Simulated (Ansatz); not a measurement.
# Fe wire along [111], 24 atoms a period: bands along the axis, part 2 of 2

What gap, if any, does the Fe wire along [111], 24 atoms a period have, and how many channels would it open?

Ansatz 0.2.0; DFT PBE, plane waves, PAW; relaxation of a wire's period; PAW set soft_1 (the session's first sound run).

So far: Starting point; Relaxation of atoms and period.

### 2. Relaxation of atoms and period (continued)

Site moment by atom:

| atom | site moment (μB) |
| --- | --- |
| Fe1 | 2.67 |
| Fe2 | 2.18 |
| Fe3 | 2.65 |
| Fe4 | 2.36 |
| Fe5 | 2.69 |
| Fe6 | 2.69 |
| Fe7 | 2.39 |
| Fe8 | 2.69 |
| Fe9 | 2.33 |
| Fe10 | 2.33 |
| Fe11 | 2.69 |
| Fe12 | 2.39 |
| Fe13 | 2.69 |
| Fe14 | 2.69 |
| Fe15 | 2.36 |
| Fe16 | 2.37 |
| Fe17 | 2.65 |
| Fe18 | 2.18 |
| Fe19 | 2.65 |
| Fe20 | 2.67 |
| Fe21 | 2.67 |
| Fe22 | 2.67 |
| Fe23 | 2.65 |
| Fe24 | 2.37 |

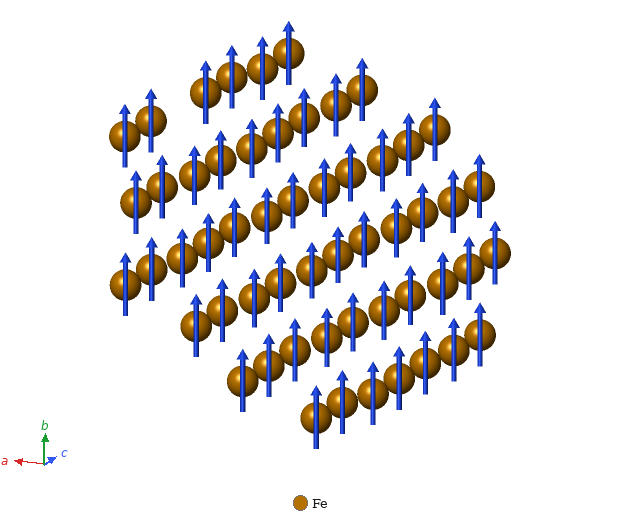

Site moment as arrows, the longest 2.69 μB. Up and down stand for the sign. Arrows give size and sign along the axis of quantisation, drawn up and down the page. 1×1×2 cells are drawn. Some periodic images of atoms are drawn too.

The cell's length comes to 2.446 Å with an absolute moment of 64.02 μB a cell.

### 3. The wire at its relaxed period

This step: DFT PBE, plane waves, PAW; bands of a perfect wire; PAW set soft_1 (Ansatz 0.2.0).

At the relaxed period the bands are computed along the axis; those that cross an energy going forward count the channels that a perfect wire would open there.

input.yaml reads:

```yaml
crystal:
  lattice:
    - [16.806, 0.0, 0.0]
    - [0.0, 17.198, 0.0]
    - [0.0, 0.0, 2.4458051841]
  atoms:
    - { symbol: Fe, position: [0.322069015, 0.264588939, 0.007959068], spin: 2.67 }
    - { symbol: Fe, position: [0.441765936, 0.467185603, 0.004364584], spin: 2.18 }
    - { symbol: Fe, position: [0.560845684, 0.263281139, 0.011913094], spin: 2.65 }
    - { symbol: Fe, position: [0.677963746, 0.465657881, 0.984468426], spin: 2.36 }
    - { symbol: Fe, position: [0.79300842, 0.665325217, 0.027523783], spin: 2.69 }
    - { symbol: Fe, position: [0.206046183, 0.599573119, 0.37953093], spin: 2.69 }
    - { symbol: Fe, position: [0.322612643, 0.399959306, 0.334259484], spin: 2.39 }
    - { symbol: Fe, position: [0.44137745, 0.201429248, 0.378871821], spin: 2.69 }
    - { symbol: Fe, position: [0.43984757, 0.601765749, 0.333640902], spin: 2.33 }
    - { symbol: Fe, position: [0.560126306, 0.398234251, 0.333025765], spin: 2.33 }
    - { symbol: Fe, position: [0.558596426, 0.798570752, 0.287794846], spin: 2.69 }
    - { symbol: Fe, position: [0.677361233, 0.600040694, 0.332407183], spin: 2.39 }
    - { symbol: Fe, position: [0.793927693, 0.400426881, 0.287135737], spin: 2.69 }
    - { symbol: Fe, position: [0.206965456, 0.334674783, 0.639142884], spin: 2.69 }
    - { symbol: Fe, position: [0.322010129, 0.534342119, 0.68219824], spin: 2.36 }
    - { symbol: Fe, position: [0.441455524, 0.332259819, 0.681789368], spin: 2.37 }
    - { symbol: Fe, position: [0.439128191, 0.736718861, 0.654753572], spin: 2.65 }
    - { symbol: Fe, position: [0.55820794, 0.532814397, 0.662302082], spin: 2.18 }
    - { symbol: Fe, position: [0.679316615, 0.330164574, 0.653827411], spin: 2.65 }
    - { symbol: Fe, position: [0.67790486, 0.735411061, 0.658707599], spin: 2.67 }
    - { symbol: Fe, position: [0.797700433, 0.532926472, 0.658470886], spin: 2.67 }
    - { symbol: Fe, position: [0.202273443, 0.467073528, 0.008195781], spin: 2.67 }
    - { symbol: Fe, position: [0.32065726, 0.669835426, 0.012839256], spin: 2.65 }
    - { symbol: Fe, position: [0.558518352, 0.667740181, 0.984877299], spin: 2.37 }
magnetization:
  spin_polarized: true
kpoints:
  mp_grid: { grid: [1, 1, 33] }
  band_path: { path: ["Γ", Z], npoints: 90 }
scf:
  occupations: { method: fermi_dirac, width: 0.05 }
hamiltonian:
  xc: pbe
  pseudopotentials: { kind: paw, azcp: { folder: soft_1 } }
output:
  dos: { e_range: [-5, 4] }
  write_potential: true
  write_density: true
  volumetric_format: npy
```

On the command line:

```bash
ansatz run input.yaml --threads 4 --pin off --max-ram 16384MiB --backend cpu --events-out ev --progress --plain --runs-dir out
```

Numbers of over 12 decimals in the logs are rounded to 6 here.

The program printed:

```text
[...]
Crystal: 24 atoms, lattice volume = 706.910 Å³
Basis set: ecut = 420 eV, 13689 PW (Γ)
Bands: 267, of which v1, the nominal top of the filled ones, is band 192 counted from 1 (191 counted from 0)
Symmetry: 2 space group operations
[...]
k-points: 17 of 33
[...]
Starting moments: Σ|m| = 60.68 μB on 24 of 24 sites
[...]
SCF iter   1: F=—  HF=-107510.776286 eV  |F-HF|=—  |Δ(HF+E_count)|=         —  Δρ=4.86e-2 (↑1.89e-2 ↓4.86e-2)  dr2=7.70e1  dr2_m=4.91e0  M=61.706 μB ∫|m|=62.203 μB  β_m=0.30  ethr=3.10e-3  ⟨swp⟩=7.9  Hψ=40937  notcnv=0  defer=623
[...]
SCF iter  16: F=-107516.745322 eV  HF=-107516.745322 eV  |F-HF|=3.26e-8  |Δ(HF+E_count)|=   1.02e-8  Δρ=1.01e-6 (↑8.95e-7 ↓1.01e-6)  dr2=4.21e-8  dr2_m=2.34e-9  M=61.743 μB ∫|m|=64.015 μB  ethr=1.13e-11  ⟨swp⟩=13.3  Hψ=46082  notcnv=0
SCF 1 converged in 16 iterations: F = -107516.745322 eV  dr2 = 4.21e-8
[...]
WARN: The output density's exchange-correlation potential varies sharply where the density is thin. Do not read a vacuum level from v_tot or v_xc, or from such a field of the output density. On a cell that repeats whose density bears no net charge and no dipole along the vacuum's axis use v_es (v_loc + v_h of the components); under efield.dipole_correction with no amplitude use v_es + v_field, which holds any externa [...]
NSCF: frozen V_eff on 91 k-points
WARN: pass on a band path, mesh or list of k-points: the 91 k-points are solved 46 at a time at the most, because the 14.40 GiB of host memory that the pass is priced against does not hold them all with the solver's workspace as planned. The pass can take longer, above all where fewer k-points are solved at a time than the run has threads. As a rule a larger memory budget leaves room for more at once. The budget is what a run with no `--max-ram-frac` typed is planned for, 0.8 of the host's memory or its container's limit. More memory there lifts it, and so does a share over 0.88 that is typed (of such a share the budget is ten elevenths): [rest of the remark cut]
SCF converged after 16 iterations
Magnetization: 61.7431 μB (222.8715 up, 161.1285 down)
Absolute magnetization: 64.0192 μB (∫|ρ↑−ρ↓|, with the PAW one-centre terms)
[...]
Per-site moments (μB) at R_I (Å): [(2.674166, 1.008895), (2.181999, 0.993724), (2.646981, 1.007736), (2.364423, 0.976562), (2.687584, 0.975638), (2.686916, 0.976562), (2.389645, 0.975638), (2.689501, 0.977156), (2.327523, 1.008895), (2.327523, 1.008895), (2.689501, 0.977156), (2.389645, 0.975638), (2.686916, 0.976562), (2.687584, 0.975638), (2.364423, 0.976562), (2.368832, 0.977156), (2.646981, 1.007736), (2.181999, 0.993724), (2.646973, 1.008272), (2.674166, 1.008895), (2.673294, 1.008895), (2.673294, 1.008895), (2.646973, 1.008272), (2.368832, 0.977156)]
Free energy (F): -107516.745322 eV
[...]
Internal energy: -107516.519211 eV  (E = F + TS)
E sigma→0 (E₀):  -107516.632266 eV
Entropy (-TS):   -0.226111 eV (-9.421 meV/atom)
Fermi energy:    4.635166 eV
[...]
--- Band table (eV; the first three rows and the last of 34) ---
  k-point 0 ↑: bands = [... 188 lower, 3.3752, 3.4204, 3.4248, 3.4385, 3.4415, 3.4495, 3.4613, 3.4818, ... 71 higher]
  k-point 1 ↑: bands = [... 188 lower, 3.3991, 3.4022, 3.4288, 3.4338, 3.4379, 3.4459, 3.4610, 3.4618, ... 71 higher]
  k-point 2 ↑: bands = [... 188 lower, 3.3435, 3.3593, 3.3938, 3.3960, 3.4031, 3.4269, 3.4423, 3.4718, ... 71 higher]
  k-point 16 ↓: bands = [... 188 lower, 6.2277, 6.2382, 6.2690, 6.3251, 6.3417, 6.4063, 6.4395, 6.4719, ... 71 higher]
```

It took 18 min on 4 threads of Arm Neoverse V2, shared host; peak memory 8.7 GiB.

This step gave:

```yaml
energy_at_zero_smearing: -107516.6323 eV
band_gap: 0 eV
```

Between Γ and Z the bands cross the Fermi level 34 times, so a perfect wire would conduct at least 17 G₀, with an absolute moment of 64.02 μB a cell.

### 4. Summary of results

```
cell length, PBE                                            : 2.446 Å
absolute moment, PBE                                        : 64.0 μB
ballistic conductance by band crossings, a lower bound, PBE : 17 G₀
```

What this shows: Under PBE the cell's length is 2.45 Å, the absolute moment is 64.02 μB a cell, and the bands cross the Fermi level 34 times between Γ and Z, which gives a perfect wire at least 17 G₀ (opposite crossings within one step of the path cancel in such a count). In the perfect wire the moments were started parallel, and no opposed start was run. No search over magnetic orders was made; another may lie lower.

[Logs are printed without paths, hosts, clocks, repeated set-up lines and the standing remarks that a program may print on its own settings, such as how far it seeks lower states.]

[Hosts, paths, dates, database ids (printed as entryN), source tags and the programs' standing remarks are cut or masked in the printed files.]
